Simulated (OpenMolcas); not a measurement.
# Single-point calculation, with input and output: TiN3H6 (part 1 of 2)

TiN3H6 (Ti(NH2)3), multiplicity 2, SMILES [NH2][Ti]([NH2])[NH2], computed with CASPT2/ANO-RCC-VDZ, DKH2 (OpenMolcas 26.06).

The geometry comes from this level: GFN2-xTB.

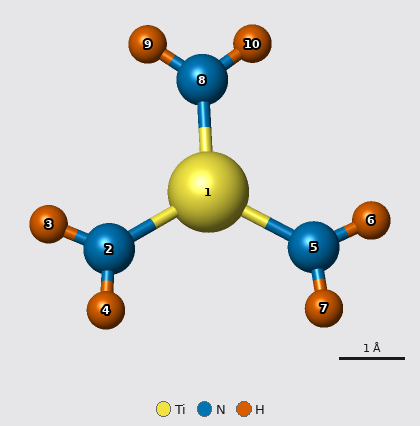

Figure 1. The input geometry (ball-and-stick view, seen at a tilt; atoms are numbered from 1 in the order of the input). Sticks mark near contacts. Bond lengths as drawn: H–N 1.02 Å and N–Ti 1.86 Å.

**Results in brief**

| quantity | value |
| --- | --- |
| outcome | converged |
| total energy | −1020.334055 hartree |
| CASSCF energy | −1019.809905 hartree |
| basis functions | 66 |
| hardware | 1 thread of Arm Neoverse V1, 24 GiB of memory available, shared host |
| wall time | 13 s |
| peak memory | 0.42 GiB |

**Input file**
```
&GATEWAY
  Coord = input.xyz
  Basis = ANO-RCC-VDZ
  Group = NoSym

&SEWARD

&RASSCF
  FileOrb = $CurrDir/step2.RasOrb
  Spin = 2
  Nactel = 5 0 0
  Inactive = 22
  Ras2 = 7
  OrbListing = Nothing

&CASPT2
  IPEA = 0
  Imaginary = 0.3
```

**File input.xyz**
```
10

Ti     0.000640     0.001320     0.000660
N      1.857910    -0.002220    -0.038160
H      2.455170    -0.830340    -0.046290
H      2.456680     0.824660    -0.049820
N     -0.927150     1.610780     0.016560
H     -1.942330     1.708620     0.060860
H     -0.515410     2.544780     0.003130
N     -0.930230    -1.606380     0.022940
H     -0.510180    -2.537230     0.014680
H     -1.945100    -1.714010     0.015420
```

Run as:
```bash
export MOLCAS_MEM=1860
pymolcas step9.input > step9.log
```

**The program's output**
```
--- Start Module: gateway ---

                                              &GATEWAY

                       available to each process: 1.9 GB of memory, 1 thread

++    Symmetry information:
      ---------------------

                    Character Table for C1

                             E
                    a        1  x, y, xy, Rz, z, xz, Ry, yz, Rx, I
--

++    Basis set information:
      ----------------------

      Basis set label: TI.ANO-RCC...5S4P2D.

      Electronic valence basis set:
      ------------------
      Associated Effective Charge  22.000000 au
      Associated Actual Charge     22.000000 au
      Nuclear Model: Point charge

      Shell  nPrim  nBasis  Cartesian Spherical Contaminant
         s      21       5        X
         p      15       4        X
         d      10       2                 X

      Basis set label: N.ANO-RCC...3S2P.

      Electronic valence basis set:
      ------------------
      Associated Effective Charge   7.000000 au
      Associated Actual Charge      7.000000 au
      Nuclear Model: Point charge

      Shell  nPrim  nBasis  Cartesian Spherical Contaminant
         s      14       3        X
         p       9       2        X

      Basis set label: H.ANO-RCC...2S.

      Electronic valence basis set:
      ------------------
      Associated Effective Charge   1.000000 au
      Associated Actual Charge      1.000000 au
      Nuclear Model: Point charge

      Shell  nPrim  nBasis  Cartesian Spherical Contaminant
         s       8       2        X

      Basis set label: N.ANO-RCC...3S2P.

      Electronic valence basis set:
      ------------------
      Associated Effective Charge   7.000000 au
      Associated Actual Charge      7.000000 au
      Nuclear Model: Point charge

      Shell  nPrim  nBasis  Cartesian Spherical Contaminant
         s      14       3        X
         p       9       2        X

      Basis set label: H.ANO-RCC...2S.

      Electronic valence basis set:
      ------------------
      Associated Effective Charge   1.000000 au
      Associated Actual Charge      1.000000 au
      Nuclear Model: Point charge

      Shell  nPrim  nBasis  Cartesian Spherical Contaminant
         s       8       2        X

      Basis set label: N.ANO-RCC...3S2P.

      Electronic valence basis set:
      ------------------
      Associated Effective Charge   7.000000 au
      Associated Actual Charge      7.000000 au
      Nuclear Model: Point charge

      Shell  nPrim  nBasis  Cartesian Spherical Contaminant
         s      14       3        X
         p       9       2        X

      Basis set label: H.ANO-RCC...2S.

      Electronic valence basis set:
      ------------------
      Associated Effective Charge   1.000000 au
      Associated Actual Charge      1.000000 au
      Nuclear Model: Point charge

      Shell  nPrim  nBasis  Cartesian Spherical Contaminant
         s       8       2        X
--

++    Molecular structure info:
      -------------------------

                    ************************************************
                    **** Cartesian Coordinates / bohr, angstrom ****
                    ************************************************

     Center  Label                x              y              z                     x              y              z
        1      TI1              0.001209       0.002494       0.001247              0.000640       0.001320       0.000660
        2      N2               3.510941      -0.004195      -0.072112              1.857910      -0.002220      -0.038160
        3      H3               4.639599      -1.569115      -0.087475              2.455170      -0.830340      -0.046290
        4      H4               4.642452       1.558382      -0.094146              2.456680       0.824660      -0.049820
        5      N5              -1.752060       3.043933       0.031294             -0.927150       1.610780       0.016560
        6      H6              -3.670472       3.228824       0.115009             -1.942330       1.708620       0.060860
        7      H7              -0.973984       4.808937       0.005915             -0.515410       2.544780       0.003130
        8      N8              -1.757880      -3.035618       0.043350             -0.930230      -1.606380       0.022940
        9      H9              -0.964100      -4.794670       0.027741             -0.510180      -2.537230       0.014680
       10      H10             -3.675706      -3.239009       0.029140             -1.945100      -1.714010       0.015420

                    ***************************************
                    *    InterNuclear Distances / bohr    *
                    ***************************************

               1 TI1           2 N2            3 H3            4 H4            5 N5            6 H6
    1 TI1      0.000000
    2 N2       3.510505        0.000000
    3 H3       4.898212        1.929528        0.000000
    4 H4       4.896021        1.929365        3.127505        0.000000
    5 N5       3.510727        6.082841        7.883376        6.566002        0.000000
    6 H6       4.889109        7.877824        9.597838        8.481676        1.929118        0.000000
    7 H7       4.904377        6.579277        8.497093        6.490029        1.929063        3.127252
    8 N8       3.510883        6.079748        6.564715        7.879593        6.079566        6.550296
    9 H9       4.893395        6.556265        6.466755        8.474052        7.878108        8.468088
   10 H10      4.901820        7.881762        8.482125        9.603225        6.570829        6.468405

               7 H7            8 N8            9 H9           10 H10
    7 H7       0.000000
    8 N8       7.883714        0.000000
    9 H9       9.603637        1.929920        0.000000
   10 H10      8.489363        1.928634        3.126162        0.000000

                    *******************************************
                    *    InterNuclear Distances / angstrom    *
                    *******************************************

               1 TI1           2 N2            3 H3            4 H4            5 N5            6 H6
    1 TI1      0.000000
    2 N2       1.857679        0.000000
    3 H3       2.592022        1.021062        0.000000
    4 H4       2.590863        1.020976        1.655004        0.000000
    5 N5       1.857797        3.218901        4.171703        3.474579        0.000000
    6 H6       2.587205        4.168765        5.078957        4.488310        1.020846        0.000000
    7 H7       2.595285        3.481603        4.496468        3.434376        1.020816        1.654871
    8 N8       1.857879        3.217264        3.473898        4.169701        3.217168        3.466267
    9 H9       2.589473        3.469426        3.422060        4.484275        4.168915        4.481119
   10 H10      2.593931        4.170849        4.488547        5.081808        3.477133        3.422933

               7 H7            8 N8            9 H9           10 H10
    7 H7       0.000000
    8 N8       4.171882        0.000000
    9 H9       5.082026        1.021270        0.000000
   10 H10      4.492378        1.020589        1.654294        0.000000

                    **************************************
                    *    Valence Bond Angles / degree    *
                    **************************************
                          Atom centers                 Phi
                      3 H3       2 N2       4 H4       108.28
                      6 H6       5 N5       7 H7       108.30
                      9 H9       8 N8      10 H10      108.23
--

            Nuclear Potential Energy            218.66660832 au

--- Stop Module: gateway /rc=_RC_ALL_IS_WELL_ ---

--- Start Module: seward ---

                                              &SEWARD

                       available to each process: 1.9 GB of memory, 1 thread

               SEWARD will generate:
                  Multipole Moment integrals up to order  2
                  Kinetic Energy integrals
                  Nuclear Attraction integrals (point charge)
                  One-Electron Hamiltonian integrals
                  Velocity integrals
                  Relativistic Douglas-Kroll-Hess integrals:
                    - Parametrization         : EXP
                    - DKH order of Hamiltonian: 2
                    - DKH order of Properties : 0
                         - multipole moment operators
                         - electric potential operators
                         - contact operators
                  Orbital angular momentum around (  0.0007   0.0018   0.0010 )
                  Velocity quadrupole around (  0.0007   0.0018   0.0010 )
                  Atomic mean-field integrals
                  Two-Electron Repulsion integrals

                   Integrals are discarded if absolute value <: 1.00E-14
                   Integral cutoff threshold is set to       <: 1.00E-16

            Nuclear Potential Energy            218.66660832 au

      Basis set specifications :
      Symmetry species         a
      Basis functions           66

--- Stop Module: seward /rc=_RC_ALL_IS_WELL_ ---
--- Module seward spent 5 seconds ---

--- Start Module: rasscf ---

                                              &RASSCF

                       available to each process: 1.9 GB of memory, 1 thread

      Header of the ONEINT file:
      --------------------------

      OrdInt status: non-squared

      Cartesian coordinates in angstrom:
      -----------------------------------------------------
      No.  Label        X            Y            Z
      -----------------------------------------------------
       1   TI1        0.00064000   0.00132000   0.00066000
       2   N2         1.85791000  -0.00222000  -0.03816000
       3   H3         2.45517000  -0.83034000  -0.04629000
       4   H4         2.45668000   0.82466000  -0.04982000
       5   N5        -0.92715000   1.61078000   0.01656000
       6   H6        -1.94233000   1.70862000   0.06086000
       7   H7        -0.51541000   2.54478000   0.00313000
       8   N8        -0.93023000  -1.60638000   0.02294000
       9   H9        -0.51018000  -2.53723000   0.01468000
      10   H10       -1.94510000  -1.71401000   0.01542000
      -----------------------------------------------------
      Nuclear repulsion energy =  218.66660832

++    Wave function specifications:
      -----------------------------

      Number of closed shell electrons          44
      Number of electrons in active shells       5
      Max number of holes in RAS1 space          0
      Max nr of electrons in RAS3 space          0
      Number of inactive orbitals               22
      Number of active orbitals                  7
      Number of secondary orbitals              37
      Spin quantum number                      0.5
      State symmetry                             1
--

++    Orbital specifications:
      -----------------------

      Symmetry species                           1
                                                 a
      Frozen orbitals                            0
      Inactive orbitals                         22
      Active orbitals                            7
      RAS1 orbitals                              0
      RAS2 orbitals                              7
      RAS3 orbitals                              0
      Secondary orbitals                        37
      Deleted orbitals                           0
      Number of basis functions                 66
--

++    CI expansion specifications:
      ----------------------------

      Number of CSFs                           490
      Number of determinants                   735
      Number of root(s) required                 1
      Root chosen for geometry opt.              1
      CI root used                               1

      highest root included in the CI            1
      max. size of the explicit Hamiltonian    200
--

++    Optimization specifications:
      ----------------------------

      RASSCF algorithm: Conventional
      Maximum number of macro iterations       200
      Maximum number of SX iterations          100
      Threshold for RASSCF energy            1.000E-08
      Threshold for max MO rotation          1.000E-01
      Threshold for max BLB element          1.000E-04
      Level shift parameter                  5.000E-01
      Make Quasi-Newton update
--

      The MO-coefficients are taken from the file:
      step2.RasOrb
      Title: RASSCF average (pseudo-natural) orbitals

      Total molecular charge    0.00

      ************************************************************************************************************************
      *                                            Wave function control section                                             *
      ************************************************************************************************************************

                                         RASSCF iterations: Energy and convergence statistics
                                         ----------------------------------------------------
```
